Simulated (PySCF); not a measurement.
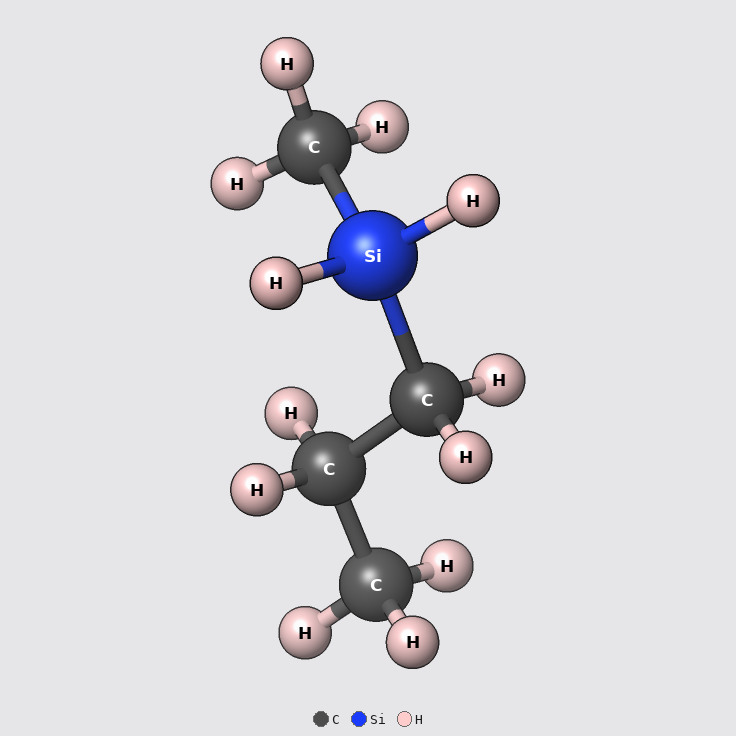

Ball-and-stick drawing of a structure.

The computed structure is the end point of a GFN2-xTB optimisation. No frequency run is at hand to confirm it as a minimum.

Identify the structure.

The molecule is C₄H₁₂Si. SMILES: `CCC[SiH2]C`. It has no ring. Among its groups: Si–H bond. This geometry has C1 symmetry. Coordination: 4 C tetrahedral; 1 Si tetrahedral.

The parts below concern this one geometry. Atoms keep their numbers from picture to picture.

**Geometry**

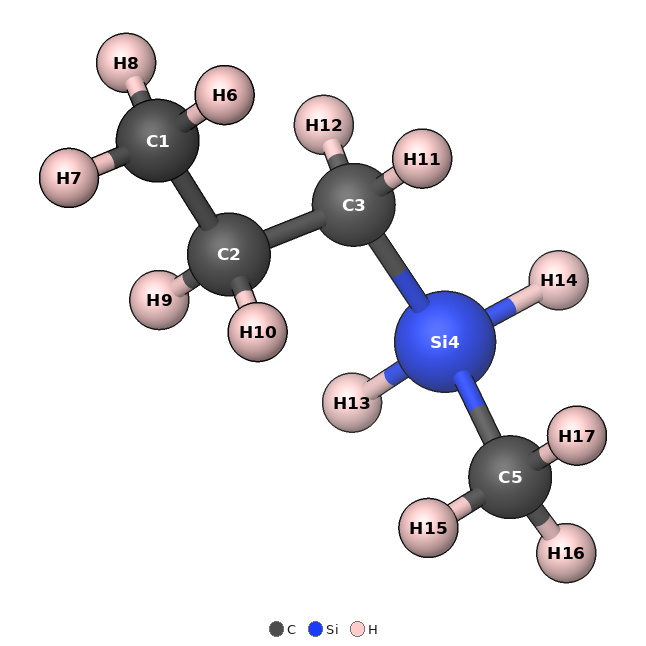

The atoms are numbered. No frequency run is at hand to confirm it as a minimum.

What are the angles C1–C2–H9, C2–C1–H6, C2–C1–H7, C2–C1–H8, C3–C2–H9, C3–C2–H10, C3–Si4–C5, C3–Si4–H14, Si4–C3–H11, Si4–C3–H12, Si4–C5–H15, C5–Si4–H13?

```csv
angle,degrees
C1–C2–H9,109.2
C2–C1–H6,110.5
C2–C1–H7,110.8
C2–C1–H8,110.5
C3–C2–H9,109.4
C3–C2–H10,109.6
C3–Si4–C5,110.6
C3–Si4–H14,108.6
Si4–C3–H11,110.0
Si4–C3–H12,109.1
Si4–C5–H15,111.6
C5–Si4–H13,109.3
```

**NMR shielding**

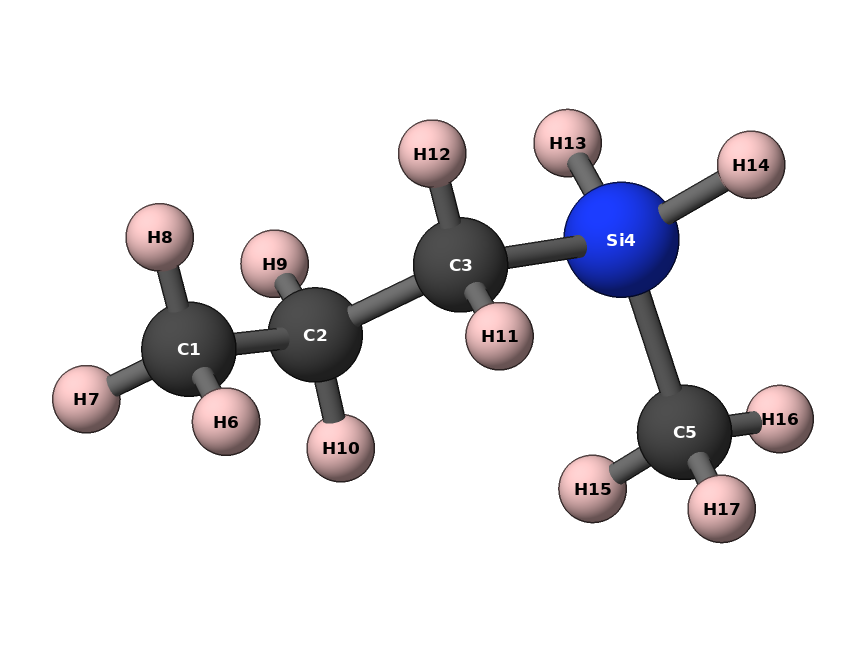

No frequency run is at hand to confirm it as a minimum. Level of theory: GIAO PBE0/pcSseg-1 NMR shielding, non-relativistic, gas phase (PySCF 2.14.0). Principal shieldings σ11 ≤ σ22 ≤ σ33, span Ω = σ33 − σ11, skew κ = 3(σiso − σ22)/Ω.

Give the shielding tensors of the Si atoms.

```tsv
atom	σ11	σ22	σ33	σiso	Ω	κ
Si4	354.7	391.5	428.5	391.6	73.7	0.00
```

Shieldings and span in ppm.

**Excitation**

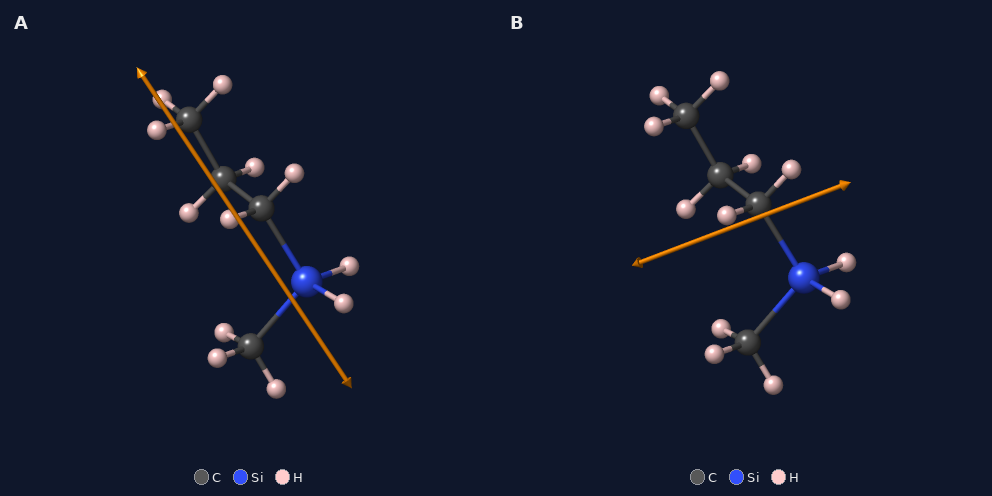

The double arrows show the directions of two transition dipoles from the ground state (lengths mean nothing). No frequency run is at hand to confirm it as a minimum. Level of theory: TDDFT PBE0/def2-SVPD, vertical, gas phase, core orbitals frozen in the response (PySCF 2.14.0).

Question: One belongs to singlet state 2 and one to singlet state 5. Which is which?

Answer: A: state 2, 7.94 eV (156 nm), oscillator strength 0.046, mainly HOMO → LUMO+1 (weight 0.95).
B: state 5, 8.55 eV (145 nm), oscillator strength 0.037, mainly HOMO−1 → LUMO+1 (weight 0.60).

**Polarisability**

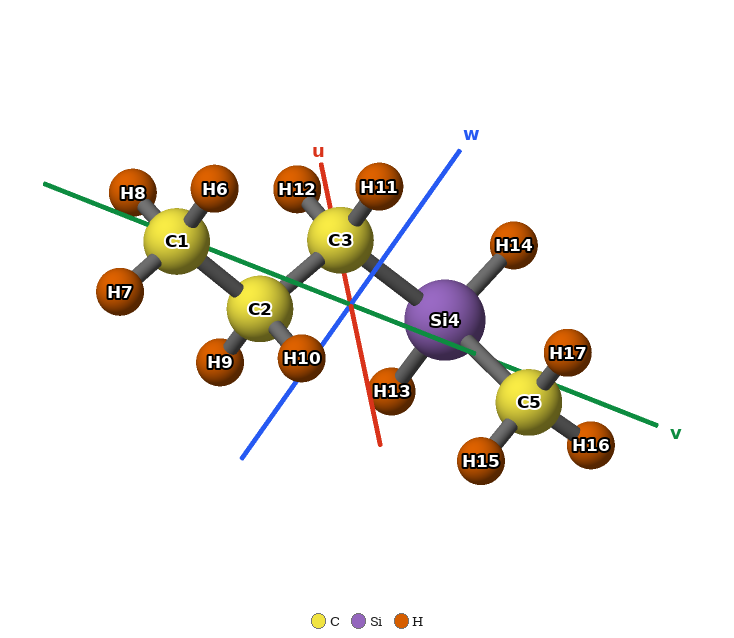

The lines u, v and w are the principal axes of the static dipole polarisability. No frequency run is at hand to confirm it as a minimum. Level of theory: PBE0/def2-SVPD (PySCF 2.14.0).

Question: Along which axis is the molecule most polarisable, and along which least?

Answer: Most along v (close to the long direction C1···C5), least along w.

Question: Give the three principal values.

Answer: u 74.5, v 90.2, w 68.8 bohr³; mean 77.8, anisotropy 19.1 bohr³.

The geometry is semi-empirical. Around Si such bond lengths and angles can be off by a tenth of an ångström or more and by several degrees, and values that hang on the shape move with them.
